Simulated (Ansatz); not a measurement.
# Computed energy over volume and axial ratio: ZnS (wurtzite)

ZnS (wurtzite)

Space group P6₃mc (No. 186); a = 3.845 Å, b = 3.845 Å, c = 6.306 Å, α = 90.00°, β = 90.00°, γ = 120.00°

```
atom  site  symmetry       x       y       z
----  ----  --------  ------  ------  ------
Zn      2b       3m.  0.3333  0.6667  0.4999
S       2b       3m.  0.3333  0.6667  0.1253
```

The relaxed cell is deformed in two ways at once: its volume V is scaled, and at that volume it is stretched along z (the c axis of the conventional cell) so that c/a changes. Fractional atomic positions are held.

These are PBE (plane waves to 420 eV, PAW, scalar-relativistic; Ansatz, a quantum-chemistry and plane-wave program) values and carry that method's errors. k mesh 10×10×5 (Γ-centred), Fermi-Dirac smearing 0.05 eV. The energy includes the smearing's −TS. As the atoms are clamped, bonds stretch with the cell, which overstates energies and stresses. ZnS was relaxed with its symmetry unable to fall. ΔE is measured from the relaxed starting cell.

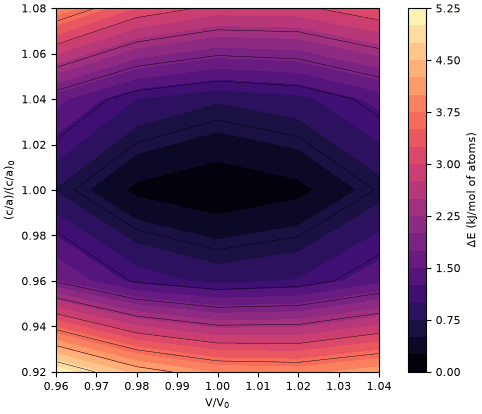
*ΔE (kJ/mol of atoms) over the 5×5 grid of computed points.*

The modulus against c/a change at fixed volume, (3/4V)·∂²E/∂(ln c/a)² (fit, atoms clamped) is 65 GPa, an upper bound as the atoms could relax. Highest place on the grid: V/V₀ = 0.960, (c/a)/(c/a)₀ = 0.920 (53.7 meV/atom). Lowest place on the grid: V/V₀ = 1.000, (c/a)/(c/a)₀ = 1.000 (0.0 meV/atom).

Near the relaxed cell σzz − σxx = −2Cδ (compression positive), C being this modulus and δ the logarithm of the ratio.

(A scan under strain: stresses follow from slopes of the energy per volume, elastic moduli from its curvatures.)
